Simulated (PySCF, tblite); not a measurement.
# C₆H₁₄AlFS: geometry, infrared bands and NMR shifts

Wanted: the infrared bands and NMR shifts of C₆H₁₄AlFS (`CC(C)/C=C/[S@+](C)[AlH2-][F]`), by calculation.

Programs: tblite 0.8.0 and PySCF 2.14.0, with density-fitted response routines of our own. Each step states its level of theory. These are calculated values for one molecule in the gas phase, unless marked as measured. Atoms count from 0, in the outputs and in this text.

### 1 The molecule as given

23 atoms, charge 0, multiplicity 1; geometry from: force field or distance geometry start.

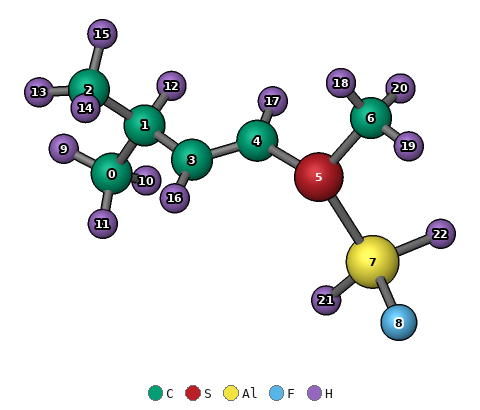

As it starts; carbon teal, sulfur red, aluminium yellow, fluorine blue, hydrogen purple, atoms numbered.

### 2 Optimising the geometry with GFN2-xTB

The job: settings as JSON, then the geometry in Å.

```
{"job": {"kind": "relax", "xc": "GFN2-xTB", "basis": "xTB"}, "charge": 0, "multiplicity": 1}
C      2.646400    -1.400500     0.303500
C      1.962400    -0.030300     0.424600
C      2.948100     1.028600    -0.014800
C      0.692600     0.055700    -0.327900
C     -0.429200     0.262500     0.385100
S     -1.997700     0.383700    -0.377800
C     -2.942500     1.771500     0.146200
Al    -3.099500    -1.518000    -0.437800
F     -4.166400    -1.589600    -1.892500
H      3.714800    -1.198800     0.491600
H      2.197200    -2.093500     1.043500
H      2.487300    -1.835700    -0.699500
H      1.783800     0.128400     1.527500
H      3.996500     0.675600    -0.030400
H      2.656000     1.462700    -1.003000
H      2.914500     1.859600     0.751300
H      0.681600    -0.059700    -1.391600
H     -0.371700     0.366200     1.471700
H     -2.409900     2.731200    -0.056900
H     -3.914500     1.715000    -0.353000
H     -3.170000     1.681600     1.245600
H     -2.111200    -2.769000    -0.496900
H     -4.073400    -1.600000     0.847300
```

On the command line:

```bash
OMP_NUM_THREADS=1 python probes_run.py task.json out
```

This one command runs all jobs of the session in turn.

**Question.** This job is followed by: GFN2-xTB harmonic vibrations, gas phase; GIAO PBE0/pcSseg-1 NMR shielding, non-relativistic, gas phase. What will the session give for the following? strongest single infrared mode (GFN2-xTB); zero-point energy (GFN2-xTB); ¹³C shifts against TMS (PBE0/pcSseg-1); ¹H shifts against TMS (PBE0/pcSseg-1, means over atoms taken as alike); ³³S shifts against CS2 (PBE0/pcSseg-1); ²⁷Al shifts against AlH4- (PBE0/pcSseg-1); ¹⁹F shifts against CFCl3 (PBE0/pcSseg-1).

The runs gave:

| quantity | value |
| --- | --- |
| strongest single infrared mode (GFN2-xTB) | 675 cm⁻¹, 471 km/mol |
| zero-point energy (GFN2-xTB) | 112.5 kcal/mol |
| ¹³C shifts against TMS (PBE0/pcSseg-1) | 151.1, 122.3, 40.2, 26.2, 25.4, 24.3 ppm |
| ¹H shifts against TMS (PBE0/pcSseg-1, means over atoms taken as alike) | 5.94, 5.18, 3.77, 3.65, 2.68, 2.25, 1.12, 1.09 ppm |
| ³³S shifts against CS2 (PBE0/pcSseg-1) | -60 ppm |
| ²⁷Al shifts against AlH4- (PBE0/pcSseg-1) | 53.9 ppm |
| ¹⁹F shifts against CFCl3 (PBE0/pcSseg-1) | -183.8 ppm |

What this shows: Relaxing lowered the energy by 1.745 eV in 243 steps; the close pair that moved most is S5–Al7, from 2.199 to 2.485 Å. All 63 modes are real, so the xTB geometry is a minimum. The strongest single mode, at 675 cm⁻¹, moves mainly H22 and H21. GFN2-xTB is a fitted tight-binding method: band positions and strengths are rough. Its intensities can rank the bands wrongly. At PBE0/pcSseg-1: The largest span, 304 ppm, is at S5, where the paramagnetic term is -497 ppm.
